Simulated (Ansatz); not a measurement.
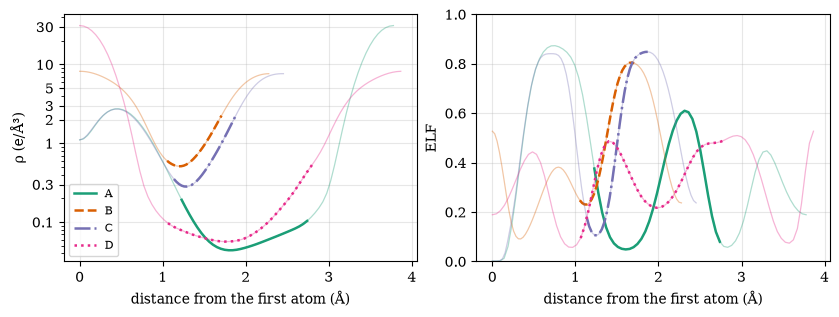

Figure. SrMgBiO2. Valence charge density (pseudo) and ELF along straight lines between neighbouring atoms. Thin, pale parts lie inside the atomic spheres.

Space group Cmcm; built by placing these elements on a known structure type.

The calculation used DFT, PAW plane waves, PBE in Ansatz 0.2.0.

In a PAW calculation such maps are meaningful between the atoms, not at the nuclei.

Q: Which curve belongs to which contact (Bi–O, Mg–Bi, Sr–Mg and Sr–O)? The first atom named is at distance zero.

A: Curve A: Sr–Mg (3.78 Å): ρ is about 0.04 e/Å³ halfway; the ELF peaks at about 0.60 between the atoms. Curve B: Bi–O (2.28 Å): ρ is about 0.53 e/Å³ halfway; the ELF peaks at about 0.80 in the valence shell of O, 0.6 Å from its nucleus, and drops to about 0.25 between the two atoms; no shared electron pair shows on this line. Curve C: Sr–O (2.45 Å): ρ at the midpoint is about 0.29 e/Å³; the ELF is about 0.10 at the midpoint; no localised pair shows between them. Curve D: Mg–Bi (3.87 Å): ρ at the midpoint is about 0.06 e/Å³; the ELF is about 0.20 at the midpoint: no localised pair shows between them.
